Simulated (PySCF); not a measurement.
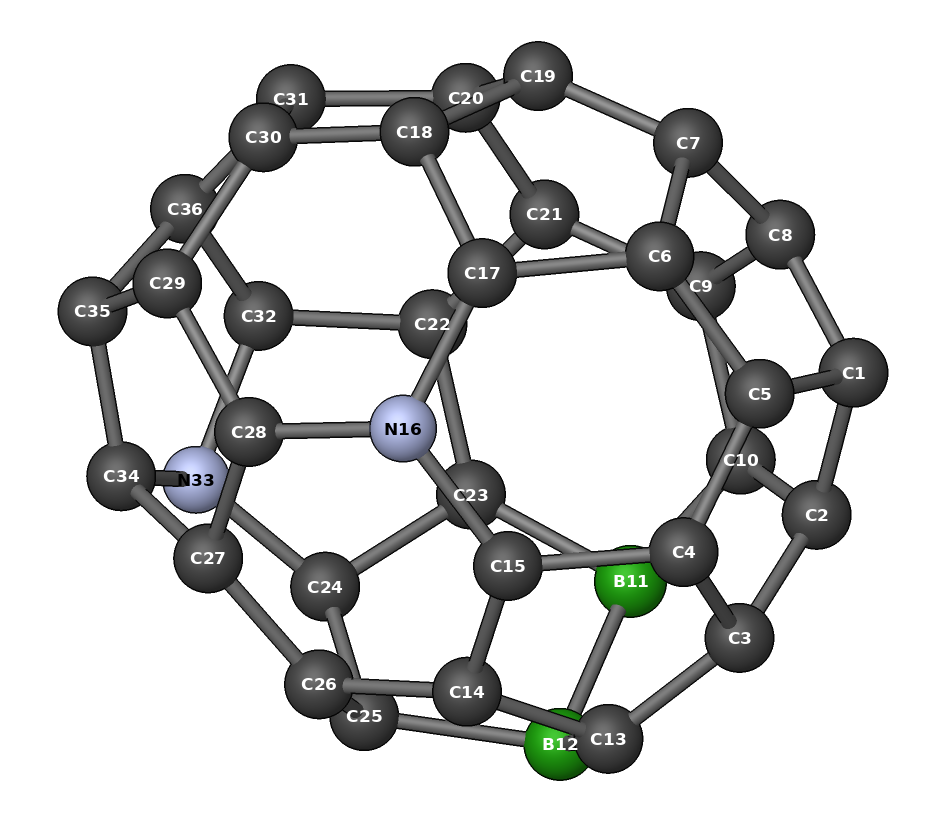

The questions are on isotropic NMR shieldings of the N atoms. The geometry was computed by an optimisation with GFN2-xTB. No frequency run is at hand to confirm it as a minimum. Properties computed with GIAO KT3/pcSseg-1 NMR shielding, non-relativistic, gas phase (PySCF 2.14.0).

List the isotropic NMR shieldings of the N atoms.

```tsv
atom	σ (ppm)
N16	34.2
N33	61.7
```

The geometry is semi-empirical. Around B such bond lengths and angles can be off by a tenth of an ångström or more and by several degrees, and values that hang on the shape move with them.
